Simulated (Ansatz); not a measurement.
# SnH2ClO2 (SMILES [OH][Sn]([OH])[Cl]) at UBLYP/def2-SVP (core potential)

What is the vertical doublet–quartet gap of SnH2ClO2 at UBLYP/def2-SVP (core potential)? 

The results are computed with Ansatz 0.2.0.

63 further runs of the same task are left out: 63 set aside as unsound or not needed.

### Step 1. Starting point

SnH2ClO2 has 6 atoms, charge 0, and is taken as a doublet. As SMILES, `[OH][Sn]([OH])[Cl]`. The coordinates come from a PBE0-D4/def2-TZVP relaxation. This is one conformer, not always the lowest.

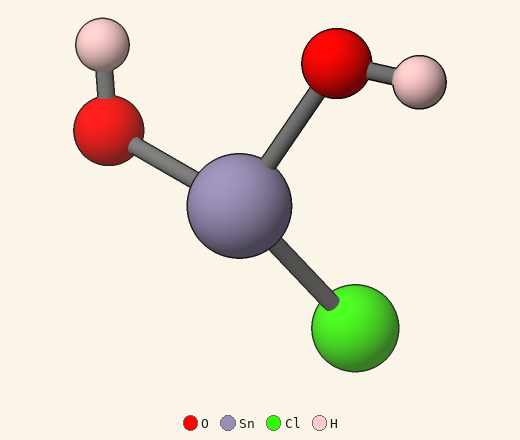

Viewed from a chosen angle; oxygen red, tin purple, chlorine green, hydrogen pink.

### Step 2. The energy at UBLYP/def2-SVP (core potential)

job.yaml reads:

```yaml
crystal:
  periodic: [false, false, false]
  atoms:
    - {symbol: O, position_ang: [-0.447400, 1.400500, -0.158300]}
    - {symbol: Sn, position_ang: [0.371800, -0.318200, -0.659700]}
    - {symbol: O, position_ang: [1.256500, -0.847900, 1.007700]}
    - {symbol: Cl, position_ang: [-1.328200, -1.877100, -1.106600]}
    - {symbol: H, position_ang: [-1.182700, 1.666400, -0.718500]}
    - {symbol: H, position_ang: [1.372100, -0.087800, 1.589200]}
basis:
  gaussian:
    orbitals: def2-SVP
hamiltonian:
  xc: {name: BLYP}
accuracy: high
output:
  orbitals: {seedname: orbitals}
magnetization:
  spin_polarized: true
  initial_magnetization: 1
```

Launch:

```
$ ansatz run job.yaml --threads 1 --pin off --max-ram 3480MiB --events-out events.jsonl --progress --plain --runs-dir runs
```

The program printed:

```text
Warning: RAYON_NUM_THREADS=1 ignored (pool sized by the plan → 1); use --threads N
Functional definition: BLYP
  name "BLYP"
  parameter beta = 0.0042
  parameter a = 0.04918
  parameter b = 0.132
  parameter c = 0.2533
  parameter d = 0.349
  exchange = b88_x(beta = beta)
  correlation = lyp_c(a = a, b = b, c = c, d = d)
1801 factors; integrals over basis functions are off by at most 3.3e-9 eV
mean field evaluation 1: about -22458.4891 eV, gradient 6.1e1 eV
mean field evaluation 2: about -22310.4305 eV, gradient 1.7e2 eV
mean field evaluation 4: about -22470.2309 eV, gradient 1.9e1 eV
mean field evaluation 8: about -22472.4796 eV, gradient 2.7e-1 eV
mean field evaluation 16: about -22472.4794 eV, gradient 4.5e-5 eV
mean field -22472.47941334 eV, -825.8483860465 hartree, gradient 2.0e-8 eV, S^2 0.751498; 0 other end points of the search recorded, 0 dependent functions left out
reference -22472.47946302 eV, -825.8483878721 hartree; 29, 28 occupied and 53, 54 virtual orbitals, 1801 factors
Total energy: -22472.47946302 eV, -825.8483878721 hartree
```

Run time: 9.3 s. Hardware: 1 thread of Arm Neoverse V2, shared host; peak memory 0.27 GiB.

### Step 3. The quartet

molecule.yaml reads:

```yaml
crystal:
  periodic: [false, false, false]
  atoms:
    - {symbol: O, position_ang: [-0.447400, 1.400500, -0.158300]}
    - {symbol: Sn, position_ang: [0.371800, -0.318200, -0.659700]}
    - {symbol: O, position_ang: [1.256500, -0.847900, 1.007700]}
    - {symbol: Cl, position_ang: [-1.328200, -1.877100, -1.106600]}
    - {symbol: H, position_ang: [-1.182700, 1.666400, -0.718500]}
    - {symbol: H, position_ang: [1.372100, -0.087800, 1.589200]}
basis:
  gaussian:
    orbitals: def2-SVP
magnetization:
  spin_polarized: true
  initial_magnetization: 3
hamiltonian:
  xc: {name: BLYP}
accuracy: high
output: {orbitals: {seedname: orbitals}}
```

Launch:

```
$ ansatz run molecule.yaml --threads 1 --pin off --max-ram 3480MiB --events-out events.jsonl --progress --plain --runs-dir runs
```

The program printed, shortened:

```text
Warning: RAYON_NUM_THREADS=1 ignored (pool sized by the plan → 1); use --threads N
[... 2 set-up lines as earlier in the session ...]
[...]
1801 factors; integrals over basis functions are off by at most 3.3e-9 eV
[...]
mean field -22466.16401603 eV, -825.6162994762 hartree, gradient 5.6e-8 eV, S^2 3.753065; 10 other end points of the search recorded, 0 dependent functions left out
reference -22466.16406716 eV, -825.6163013550 hartree; 30, 27 occupied and 52, 55 virtual orbitals, 1801 factors
Total energy: -22466.16406716 eV, -825.6163013550 hartree
```

Wall time 45 s (1 thread of Arm Neoverse V2, shared host); peak memory 0.28 GiB.

### Step 4. Results

Level: UBLYP/def2-SVP (core potential).

```
                                        quantity          value
                           doublet: total energy  -825.84839 Eh
     doublet: HOMO energy (highest over α and β)       -5.48 eV
      doublet: LUMO energy (lowest over α and β)       -4.78 eV
                                   doublet: ⟨S²⟩          0.751
                           quartet: total energy  -825.61630 Eh
     quartet: HOMO energy (highest over α and β)       -1.02 eV
                                   quartet: ⟨S²⟩          3.753
vertical energy of the quartet above the doublet       6.315 eV
```

In words: At this shape the quartet lies 6.32 eV (609 kJ/mol) above the doublet.
